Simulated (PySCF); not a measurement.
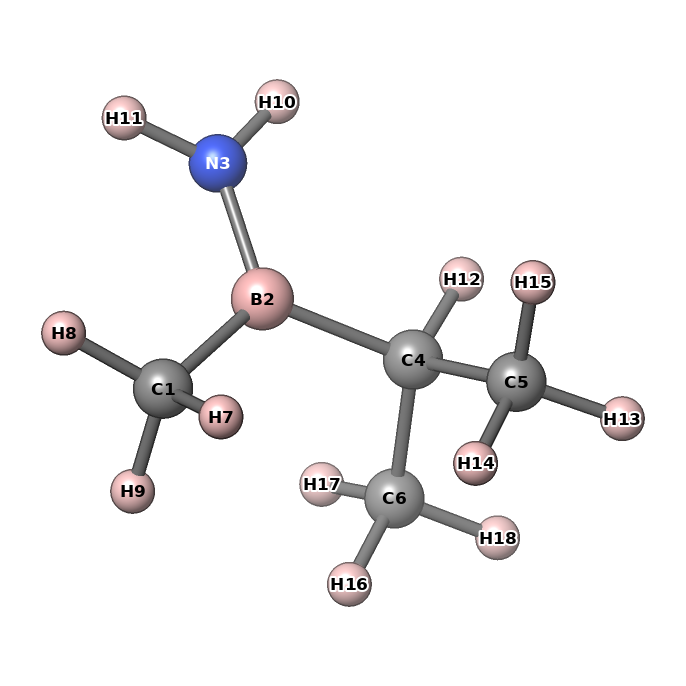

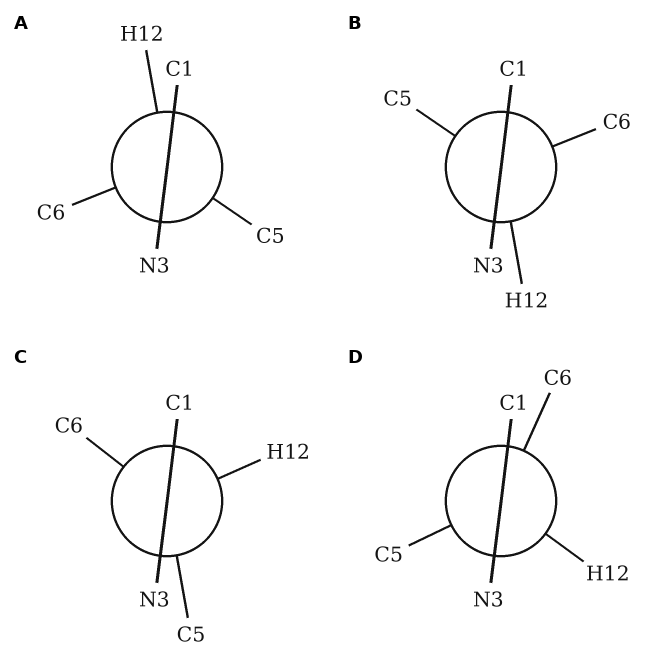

Atoms fade into the background with distance from the viewer. Bonds that would overlap in a projection are set slightly apart. The computed structure is the end point of a PBE0-D3(BJ)/def2-SVP optimisation. No frequency run is at hand to confirm it as a minimum.

> Which Newman projection shows the view along B2–C4, with B2 in front?

B. The torsion angle N3–B2–C4–C5 is 117°, anticlinal.
